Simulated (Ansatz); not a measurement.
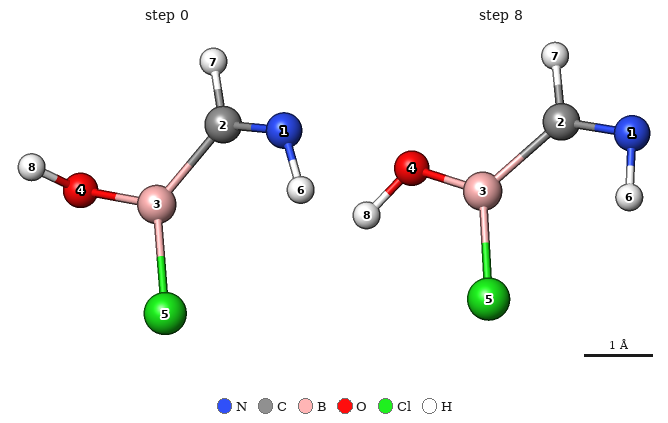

The structure of CH3BClNO (coarse preliminary run) before (left) and after (right) a relaxation, at one scale.

The picture is a ball-and-stick view, seen at a tilt.

The start comes from a force field.

All numbers below come from Ansatz 0.2.0, RKS PBE-D4/def2-SVP.

Input file:
```yaml
crystal:
  periodic: [false, false, false]
  atoms:
    - {symbol: N, position_ang: [-0.230100, 1.640500, 0.781400]}
    - {symbol: C, position_ang: [-0.328900, 0.398500, 0.776900]}
    - {symbol: B, position_ang: [-0.043600, -0.458600, -0.514800]}
    - {symbol: O, position_ang: [-0.013700, -1.905500, -0.424600]}
    - {symbol: Cl, position_ang: [0.440300, 0.323400, -2.127100]}
    - {symbol: H, position_ang: [-0.033200, 2.239400, -0.075700]}
    - {symbol: H, position_ang: [-0.562600, -0.109800, 1.699800]}
    - {symbol: H, position_ang: [0.863900, -2.184900, -0.171700]}
basis:
  gaussian: {orbitals: def2-SVP}
hamiltonian: {xc: pbe, dispersion: d4}
relax: {f_tol: 0.03, max_steps: 200}
```

Describe what moved and what it gained.

The energy falls by 102.6 kJ/mol in 8 geometry steps. The largest force component goes from 4.1 to 0.026 eV/Å. The largest move after the best rigid fit is that of H8, 0.79 Å. Largest moves by element: H 0.79 Å, O 0.42 Å, B 0.27 Å, Cl 0.27 Å, N 0.22 Å, C 0.10 Å. Near-neighbour distances that change, for instance: B3–O4 1.450 → 1.352 Å, B3–Cl5 1.856 → 1.789 Å, N1–C2 1.246 → 1.288 Å, C2–H7 1.079 → 1.115 Å. Bond angles that change, for instance: C2–N1–H6 125.0° → 108.3°, N1–C2–B3 122.0° → 126.7°, B3–O4–H8 109.1° → 113.7°. Groups turn about B3–O4 by about 90°. The run took roughly 40 core-seconds on a shared host.
